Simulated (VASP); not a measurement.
Input:

```xyz
4
Lattice="3.2992 0.0000 0.0000 -1.6496 2.8572 0.0000 0.0000 0.0000 6.7056" Properties=species:S:1:pos:R:3 pbc="T T T"
Mo     0.0000     0.0000     0.0000
Mo     0.0000     0.0000     3.3528
As     0.0000     1.9048     1.6764
As     1.6496     0.9524     5.0292
```

Method: PBEsol GGA, VASP's PBE PAW potentials (set 64) (plane waves; VASP). Settings: 400 eV cut-off, 12×12×5 Γ-centred mesh, tetrahedra with Blöchl corrections, potentials Mo_sv As.

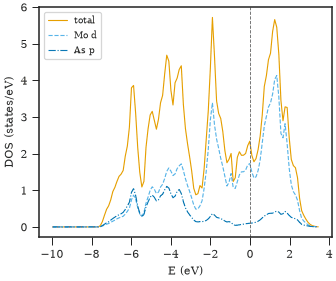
Total and projected density of states, zero at the Fermi level

Within 2 eV below the Fermi level the largest weight inside VASP's projection spheres is Mo d.

It has no gap at this level: it comes out as a metal or semimetal.

The structure was generated: MoAs was put into the NiAs type type (P6_3/mmc), which need not be its known phase. It was relaxed first, which changed the volume by -36 %.
